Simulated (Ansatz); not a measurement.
**CH₄Cl₂Si: molecular dynamics (part 1 of 4)**

- system: CH₄Cl₂Si
- method: RHF/6-31G* (Ansatz 0.2.0)

It belongs to a series of runs on one base structure; here: dynamics from the start. Figures and captions count atoms from 1; the log counts them from 0 in places.

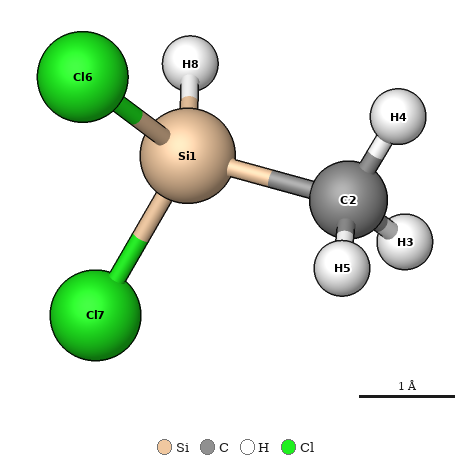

Figure 1. The structure as given in the input (ball-and-stick view, seen at a tilt; atoms are numbered from 1 in the order of the input). Bond lengths as drawn: Cl–Si 2.06 Å, C–H 1.08 to 1.09 Å, C–Si 1.86 Å and H–Si 1.46 Å.

## Summary

- outcome: finished
- mean temperature over the second half: 1363 K
- trajectory: 150 steps, 75 fs
- ensemble: nve
- temperature in the input: 3000.0 K
- time step: 0.5 fs
- potential energy (last step): −33964.2432 eV
- mean-field energy (last step): −33964.2432 eV
- largest force (length of the vector) (last step): 5.627 eV/Å
- hardware: 1 thread of Arm Neoverse V1, 24 GiB of memory available, shared host
- wall time: 4.7 min
- peak memory: 0.15 GiB

## Remarks

So short a trajectory is not equilibrated.

## The input
```yaml
crystal:
  periodic: [false, false, false]
  atoms:
    - { symbol: Si, position_ang: [0.007067, -0.00658, 0.007849] }
    - { symbol: C, position_ang: [0.007073, 0.00959, 1.871971] }
    - { symbol: H, position_ang: [-1.00742, -0.064176, 2.252274] }
    - { symbol: H, position_ang: [0.578399, -0.828949, 2.258888] }
    - { symbol: H, position_ang: [0.446773, 0.92464, 2.254669] }
    - { symbol: Cl, position_ang: [1.939824, 0.137315, -0.688775] }
    - { symbol: Cl, position_ang: [-1.079694, 1.592639, -0.70136] }
    - { symbol: H, position_ang: [-0.574322, -1.21778, -0.568816] }
basis:
  gaussian: { orbitals: "6-31G*" }
hamiltonian:
  xc: hf
md:
  timestep: 0.5
  n_steps: 150
  ensemble: nve
  temperature: 3000.0
  initial_velocities: maxwell_boltzmann
  seed: 95039
```

Run as:
```bash
ansatz run input.yaml --threads 1 --pin off --max-ram 2048MiB --backend cpu --events-out ev --progress --plain --runs-dir out
```

## What the program printed
```
Engine: ansatz 0.2.0, aarch64-unknown-linux-gnu
Functional definition: HF
  exchange = exact_x
  correlation = 0
852 factors; integrals over basis functions are off by at most 4.3e-4 eV
mean field evaluation 1: about -33963.3941 eV, gradient 2.3e1 eV
mean field evaluation 2: about -33963.4506 eV, gradient 2.3e1 eV
mean field evaluation 4: about -33965.0679 eV, gradient 2.0e0 eV
mean field evaluation 8: about -33965.0868 eV, gradient 2.6e-4 eV
mean field -33965.08677107 eV, -1248.1939164742 hartree, gradient 1.7e-5 eV, S^2 0.000000; 0 other end points of the search recorded, 0 dependent functions left out
the calculation of the forces begins
reference -33965.08677107 eV, -1248.1939164742 hartree; 29, 29 occupied and 51, 51 virtual orbitals, 852 factors
md step     0: t =     0.00 fs  T =  3000.0 K  F+E_penalty+E_count = -33965.08677107 eV  E_kin = 2.326680 eV  conserved = -33962.76009109 eV  (32 SCF iters)
these checks for a lower state are left out or cut short: starts, cluster_reference, orbital_swaps, neighbouring_geometries, increment
852 factors; integrals over basis functions are off by at most 4.4e-4 eV
mean field evaluation 16: about -33965.0167 eV, gradient 1.2e-3 eV
mean field -33965.01669934 eV, -1248.1913413857 hartree, gradient 1.5e-5 eV, S^2 0.000000; 0 other end points of the search recorded, 0 dependent functions left out
the calculation of the forces begins
reference -33965.01669934 eV, -1248.1913413857 hartree; 29, 29 occupied and 51, 51 virtual orbitals, 852 factors
md step     1: t =     0.50 fs  T =  2912.6 K  F+E_penalty+E_count = -33965.01669934 eV  E_kin = 2.258866 eV  conserved = -33962.75783316 eV  (30 SCF iters)
[... from here on the SCF iterations and repeated set-up lines of each step are left out, up to the last step ...]
md step     2: t =     1.00 fs  T =  2684.1 K  F+E_penalty+E_count = -33964.83493650 eV  E_kin = 2.081680 eV  conserved = -33962.75325628 eV  (31 SCF iters)
md step     3: t =     1.50 fs  T =  2395.8 K  F+E_penalty+E_count = -33964.60672514 eV  E_kin = 1.858061 eV  conserved = -33962.74866444 eV  (30 SCF iters)
md step     4: t =     2.00 fs  T =  2129.4 K  F+E_penalty+E_count = -33964.39802855 eV  E_kin = 1.651469 eV  conserved = -33962.74655956 eV  (30 SCF iters)
md step     5: t =     2.50 fs  T =  1925.5 K  F+E_penalty+E_count = -33964.24069948 eV  E_kin = 1.493361 eV  conserved = -33962.74733833 eV  (32 SCF iters)
md step     6: t =     3.00 fs  T =  1775.0 K  F+E_penalty+E_count = -33964.12589659 eV  E_kin = 1.376654 eV  conserved = -33962.74924234 eV  (32 SCF iters)
md step     7: t =     3.50 fs  T =  1645.9 K  F+E_penalty+E_count = -33964.02702752 eV  E_kin = 1.276491 eV  conserved = -33962.75053628 eV  (32 SCF iters)
md step     8: t =     4.00 fs  T =  1513.1 K  F+E_penalty+E_count = -33963.92429077 eV  E_kin = 1.173481 eV  conserved = -33962.75080973 eV  (31 SCF iters)
md step     9: t =     4.50 fs  T =  1368.7 K  F+E_penalty+E_count = -33963.81208451 eV  E_kin = 1.061544 eV  conserved = -33962.75054020 eV  (31 SCF iters)
md step    10: t =     5.00 fs  T =  1216.3 K  F+E_penalty+E_count = -33963.69354688 eV  E_kin = 0.943323 eV  conserved = -33962.75022421 eV  (32 SCF iters)
md step    11: t =     5.50 fs  T =  1062.6 K  F+E_penalty+E_count = -33963.57404343 eV  E_kin = 0.824138 eV  conserved = -33962.74990563 eV  (31 SCF iters)
md step    12: t =     6.00 fs  T =   917.5 K  F+E_penalty+E_count = -33963.46070199 eV  E_kin = 0.711541 eV  conserved = -33962.74916130 eV  (32 SCF iters)
md step    13: t =     6.50 fs  T =   800.2 K  F+E_penalty+E_count = -33963.36815808 eV  E_kin = 0.620606 eV  conserved = -33962.74755236 eV  (32 SCF iters)
md step    14: t =     7.00 fs  T =   745.5 K  F+E_penalty+E_count = -33963.32361530 eV  E_kin = 0.578172 eV  conserved = -33962.74544336 eV  (32 SCF iters)
md step    15: t =     7.50 fs  T =   793.5 K  F+E_penalty+E_count = -33963.35980039 eV  E_kin = 0.615436 eV  conserved = -33962.74436448 eV  (32 SCF iters)
md step    16: t =     8.00 fs  T =   962.4 K  F+E_penalty+E_count = -33963.49223614 eV  E_kin = 0.746418 eV  conserved = -33962.74581835 eV  (31 SCF iters)
md step    17: t =     8.50 fs  T =  1223.5 K  F+E_penalty+E_count = -33963.69840170 eV  E_kin = 0.948912 eV  conserved = -33962.74948952 eV  (32 SCF iters)
md step    18: t =     9.00 fs  T =  1507.9 K  F+E_penalty+E_count = -33963.92281238 eV  E_kin = 1.169430 eV  conserved = -33962.75338236 eV  (32 SCF iters)
md step    19: t =     9.50 fs  T =  1741.3 K  F+E_penalty+E_count = -33964.10607980 eV  E_kin = 1.350479 eV  conserved = -33962.75560120 eV  (31 SCF iters)
md step    20: t =    10.00 fs  T =  1880.1 K  F+E_penalty+E_count = -33964.21353146 eV  E_kin = 1.458167 eV  conserved = -33962.75536453 eV  (34 SCF iters)
md step    21: t =    10.50 fs  T =  1927.3 K  F+E_penalty+E_count = -33964.24765408 eV  E_kin = 1.494714 eV  conserved = -33962.75294006 eV  (31 SCF iters)
md step    22: t =    11.00 fs  T =  1926.3 K  F+E_penalty+E_count = -33964.24361518 eV  E_kin = 1.493982 eV  conserved = -33962.74963311 eV  (31 SCF iters)
md step    23: t =    11.50 fs  T =  1935.8 K  F+E_penalty+E_count = -33964.24894233 eV  E_kin = 1.501348 eV  conserved = -33962.74759476 eV  (31 SCF iters)
md step    24: t =    12.00 fs  T =  1991.0 K  F+E_penalty+E_count = -33964.29251270 eV  E_kin = 1.544125 eV  conserved = -33962.74838762 eV  (31 SCF iters)
md step    25: t =    12.50 fs  T =  2078.5 K  F+E_penalty+E_count = -33964.36333414 eV  E_kin = 1.612004 eV  conserved = -33962.75133016 eV  (32 SCF iters)
md step    26: t =    13.00 fs  T =  2148.0 K  F+E_penalty+E_count = -33964.42005733 eV  E_kin = 1.665927 eV  conserved = -33962.75413014 eV  (31 SCF iters)
md step    27: t =    13.50 fs  T =  2149.7 K  F+E_penalty+E_count = -33964.42235699 eV  E_kin = 1.667208 eV  conserved = -33962.75514861 eV  (32 SCF iters)
md step    28: t =    14.00 fs  T =  2063.1 K  F+E_penalty+E_count = -33964.35440750 eV  E_kin = 1.600022 eV  conserved = -33962.75438561 eV  (32 SCF iters)
md step    29: t =    14.50 fs  T =  1899.8 K  F+E_penalty+E_count = -33964.22616254 eV  E_kin = 1.473401 eV  conserved = -33962.75276196 eV  (31 SCF iters)
md step    30: t =    15.00 fs  T =  1689.0 K  F+E_penalty+E_count = -33964.06104233 eV  E_kin = 1.309888 eV  conserved = -33962.75115472 eV  (32 SCF iters)
md step    31: t =    15.50 fs  T =  1461.5 K  F+E_penalty+E_count = -33963.88342251 eV  E_kin = 1.133465 eV  conserved = -33962.74995783 eV  (32 SCF iters)
md step    32: t =    16.00 fs  T =  1242.6 K  F+E_penalty+E_count = -33963.71278605 eV  E_kin = 0.963740 eV  conserved = -33962.74904655 eV  (32 SCF iters)
md step    33: t =    16.50 fs  T =  1054.0 K  F+E_penalty+E_count = -33963.56536729 eV  E_kin = 0.817405 eV  conserved = -33962.74796239 eV  (31 SCF iters)
md step    34: t =    17.00 fs  T =   920.6 K  F+E_penalty+E_count = -33963.46033899 eV  E_kin = 0.713976 eV  conserved = -33962.74636285 eV  (32 SCF iters)
md step    35: t =    17.50 fs  T =   875.5 K  F+E_penalty+E_count = -33963.42367447 eV  E_kin = 0.679007 eV  conserved = -33962.74466737 eV  (32 SCF iters)
md step    36: t =    18.00 fs  T =   949.8 K  F+E_penalty+E_count = -33963.48082672 eV  E_kin = 0.736603 eV  conserved = -33962.74422418 eV  (32 SCF iters)
md step    37: t =    18.50 fs  T =  1148.8 K  F+E_penalty+E_count = -33963.63718657 eV  E_kin = 0.890952 eV  conserved = -33962.74623421 eV  (32 SCF iters)
md step    38: t =    19.00 fs  T =  1433.2 K  F+E_penalty+E_count = -33963.86190918 eV  E_kin = 1.111564 eV  conserved = -33962.75034539 eV  (31 SCF iters)
md step    39: t =    19.50 fs  T =  1726.4 K  F+E_penalty+E_count = -33964.09374950 eV  E_kin = 1.338901 eV  conserved = -33962.75484848 eV  (30 SCF iters)
md step    40: t =    20.00 fs  T =  1944.3 K  F+E_penalty+E_count = -33964.26607483 eV  E_kin = 1.507954 eV  conserved = -33962.75812044 eV  (30 SCF iters)
md step    41: t =    20.50 fs  T =  2027.3 K  F+E_penalty+E_count = -33964.33163304 eV  E_kin = 1.572327 eV  conserved = -33962.75930607 eV  (31 SCF iters)
md step    42: t =    21.00 fs  T =  1958.5 K  F+E_penalty+E_count = -33964.27685186 eV  E_kin = 1.518930 eV  conserved = -33962.75792146 eV  (32 SCF iters)
md step    43: t =    21.50 fs  T =  1773.9 K  F+E_penalty+E_count = -33964.12948589 eV  E_kin = 1.375742 eV  conserved = -33962.75374384 eV  (31 SCF iters)
md step    44: t =    22.00 fs  T =  1561.6 K  F+E_penalty+E_count = -33963.95921726 eV  E_kin = 1.211118 eV  conserved = -33962.74809887 eV  (31 SCF iters)
md step    45: t =    22.50 fs  T =  1429.5 K  F+E_penalty+E_count = -33963.85352879 eV  E_kin = 1.108676 eV  conserved = -33962.74485248 eV  (31 SCF iters)
md step    46: t =    23.00 fs  T =  1435.9 K  F+E_penalty+E_count = -33963.86066519 eV  E_kin = 1.113641 eV  conserved = -33962.74702417 eV  (31 SCF iters)
md step    47: t =    23.50 fs  T =  1542.8 K  F+E_penalty+E_count = -33963.94881758 eV  E_kin = 1.196503 eV  conserved = -33962.75231499 eV  (32 SCF iters)
md step    48: t =    24.00 fs  T =  1653.2 K  F+E_penalty+E_count = -33964.03811322 eV  E_kin = 1.282159 eV  conserved = -33962.75595388 eV  (32 SCF iters)
md step    49: t =    24.50 fs  T =  1691.7 K  F+E_penalty+E_count = -33964.06818030 eV  E_kin = 1.312007 eV  conserved = -33962.75617295 eV  (31 SCF iters)
md step    50: t =    25.00 fs  T =  1641.7 K  F+E_penalty+E_count = -33964.02754947 eV  E_kin = 1.273217 eV  conserved = -33962.75433265 eV  (31 SCF iters)
md step    51: t =    25.50 fs  T =  1528.5 K  F+E_penalty+E_count = -33963.93772208 eV  E_kin = 1.185412 eV  conserved = -33962.75231015 eV  (31 SCF iters)
md step    52: t =    26.00 fs  T =  1386.4 K  F+E_penalty+E_count = -33963.82635802 eV  E_kin = 1.075204 eV  conserved = -33962.75115386 eV  (31 SCF iters)
md step    53: t =    26.50 fs  T =  1237.7 K  F+E_penalty+E_count = -33963.71096093 eV  E_kin = 0.959936 eV  conserved = -33962.75102521 eV  (31 SCF iters)
md step    54: t =    27.00 fs  T =  1088.9 K  F+E_penalty+E_count = -33963.59592111 eV  E_kin = 0.844537 eV  conserved = -33962.75138415 eV  (32 SCF iters)
md step    55: t =    27.50 fs  T =   940.6 K  F+E_penalty+E_count = -33963.48060100 eV  E_kin = 0.729477 eV  conserved = -33962.75112367 eV  (32 SCF iters)
md step    56: t =    28.00 fs  T =   807.6 K  F+E_penalty+E_count = -33963.37549371 eV  E_kin = 0.626360 eV  conserved = -33962.74913362 eV  (32 SCF iters)
md step    57: t =    28.50 fs  T =   735.9 K  F+E_penalty+E_count = -33963.31651849 eV  E_kin = 0.570715 eV  conserved = -33962.74580314 eV  (32 SCF iters)
md step    58: t =    29.00 fs  T =   788.9 K  F+E_penalty+E_count = -33963.35590027 eV  E_kin = 0.611814 eV  conserved = -33962.74408608 eV  (31 SCF iters)
md step    59: t =    29.50 fs  T =   994.5 K  F+E_penalty+E_count = -33963.51837631 eV  E_kin = 0.771308 eV  conserved = -33962.74706828 eV  (31 SCF iters)
md step    60: t =    30.00 fs  T =  1296.3 K  F+E_penalty+E_count = -33963.75922070 eV  E_kin = 1.005395 eV  conserved = -33962.75382538 eV  (32 SCF iters)
md step    61: t =    30.50 fs  T =  1571.2 K  F+E_penalty+E_count = -33963.97874231 eV  E_kin = 1.218584 eV  conserved = -33962.76015811 eV  (31 SCF iters)
md step    62: t =    31.00 fs  T =  1702.8 K  F+E_penalty+E_count = -33964.08340681 eV  E_kin = 1.320605 eV  conserved = -33962.76280221 eV  (31 SCF iters)
md step    63: t =    31.50 fs  T =  1645.4 K  F+E_penalty+E_count = -33964.03681213 eV  E_kin = 1.276137 eV  conserved = -33962.76067511 eV  (33 SCF iters)
md step    64: t =    32.00 fs  T =  1449.9 K  F+E_penalty+E_count = -33963.87850953 eV  E_kin = 1.124505 eV  conserved = -33962.75400464 eV  (31 SCF iters)
md step    65: t =    32.50 fs  T =  1252.0 K  F+E_penalty+E_count = -33963.71676286 eV  E_kin = 0.970975 eV  conserved = -33962.74578743 eV  (30 SCF iters)
md step    66: t =    33.00 fs  T =  1204.0 K  F+E_penalty+E_count = -33963.67654820 eV  E_kin = 0.933740 eV  conserved = -33962.74280869 eV  (31 SCF iters)
md step    67: t =    33.50 fs  T =  1357.5 K  F+E_penalty+E_count = -33963.80118676 eV  E_kin = 1.052837 eV  conserved = -33962.74834991 eV  (32 SCF iters)
md step    68: t =    34.00 fs  T =  1614.8 K  F+E_penalty+E_count = -33964.00880198 eV  E_kin = 1.252386 eV  conserved = -33962.75641598 eV  (32 SCF iters)
md step    69: t =    34.50 fs  T =  1823.3 K  F+E_penalty+E_count = -33964.17416203 eV  E_kin = 1.414054 eV  conserved = -33962.76010771 eV  (32 SCF iters)
md step    70: t =    35.00 fs  T =  1895.8 K  F+E_penalty+E_count = -33964.22907697 eV  E_kin = 1.470292 eV  conserved = -33962.75878510 eV  (31 SCF iters)
md step    71: t =    35.50 fs  T =  1837.3 K  F+E_penalty+E_count = -33964.18017619 eV  E_kin = 1.424912 eV  conserved = -33962.75526419 eV  (30 SCF iters)
md step    72: t =    36.00 fs  T =  1702.4 K  F+E_penalty+E_count = -33964.07222547 eV  E_kin = 1.320315 eV  conserved = -33962.75191046 eV  (31 SCF iters)
md step    73: t =    36.50 fs  T =  1550.5 K  F+E_penalty+E_count = -33963.95230231 eV  E_kin = 1.202538 eV  conserved = -33962.74976426 eV  (31 SCF iters)
md step    74: t =    37.00 fs  T =  1422.2 K  F+E_penalty+E_count = -33963.85199793 eV  E_kin = 1.102975 eV  conserved = -33962.74902342 eV  (31 SCF iters)
md step    75: t =    37.50 fs  T =  1332.5 K  F+E_penalty+E_count = -33963.78288346 eV  E_kin = 1.033428 eV  conserved = -33962.74945564 eV  (30 SCF iters)
md step    76: t =    38.00 fs  T =  1275.1 K  F+E_penalty+E_count = -33963.73943828 eV  E_kin = 0.988945 eV  conserved = -33962.75049286 eV  (31 SCF iters)
md step    77: t =    38.50 fs  T =  1233.1 K  F+E_penalty+E_count = -33963.70760913 eV  E_kin = 0.956354 eV  conserved = -33962.75125538 eV  (31 SCF iters)
md step    78: t =    39.00 fs  T =  1195.2 K  F+E_penalty+E_count = -33963.67787533 eV  E_kin = 0.926950 eV  conserved = -33962.75092537 eV  (31 SCF iters)
md step    79: t =    39.50 fs  T =  1169.5 K  F+E_penalty+E_count = -33963.65664152 eV  E_kin = 0.907016 eV  conserved = -33962.74962575 eV  (31 SCF iters)
md step    80: t =    40.00 fs  T =  1179.3 K  F+E_penalty+E_count = -33963.66352401 eV  E_kin = 0.914614 eV  conserved = -33962.74891005 eV  (31 SCF iters)
md step    81: t =    40.50 fs  T =  1236.1 K  F+E_penalty+E_count = -33963.70908515 eV  E_kin = 0.958654 eV  conserved = -33962.75043071 eV  (32 SCF iters)
md step    82: t =    41.00 fs  T =  1313.3 K  F+E_penalty+E_count = -33963.77231937 eV  E_kin = 1.018525 eV  conserved = -33962.75379449 eV  (32 SCF iters)
md step    83: t =    41.50 fs  T =  1353.7 K  F+E_penalty+E_count = -33963.80660613 eV  E_kin = 1.049847 eV  conserved = -33962.75675941 eV  (30 SCF iters)
md step    84: t =    42.00 fs  T =  1307.9 K  F+E_penalty+E_count = -33963.77180078 eV  E_kin = 1.014352 eV  conserved = -33962.75744849 eV  (30 SCF iters)
md step    85: t =    42.50 fs  T =  1170.0 K  F+E_penalty+E_count = -33963.66269243 eV  E_kin = 0.907404 eV  conserved = -33962.75528861 eV  (32 SCF iters)
md step    86: t =    43.00 fs  T =   990.0 K  F+E_penalty+E_count = -33963.51842925 eV  E_kin = 0.767827 eV  conserved = -33962.75060262 eV  (30 SCF iters)
md step    87: t =    43.50 fs  T =   862.4 K  F+E_penalty+E_count = -33963.41444982 eV  E_kin = 0.668837 eV  conserved = -33962.74561301 eV  (31 SCF iters)
md step    88: t =    44.00 fs  T =   876.9 K  F+E_penalty+E_count = -33963.42486802 eV  E_kin = 0.680114 eV  conserved = -33962.74475410 eV  (31 SCF iters)
md step    89: t =    44.50 fs  T =  1044.8 K  F+E_penalty+E_count = -33963.55977294 eV  E_kin = 0.810308 eV  conserved = -33962.74946497 eV  (32 SCF iters)
md step    90: t =    45.00 fs  T =  1279.4 K  F+E_penalty+E_count = -33963.74745950 eV  E_kin = 0.992240 eV  conserved = -33962.75521905 eV  (30 SCF iters)
md step    91: t =    45.50 fs  T =  1468.9 K  F+E_penalty+E_count = -33963.89677085 eV  E_kin = 1.139211 eV  conserved = -33962.75756008 eV  (30 SCF iters)
```
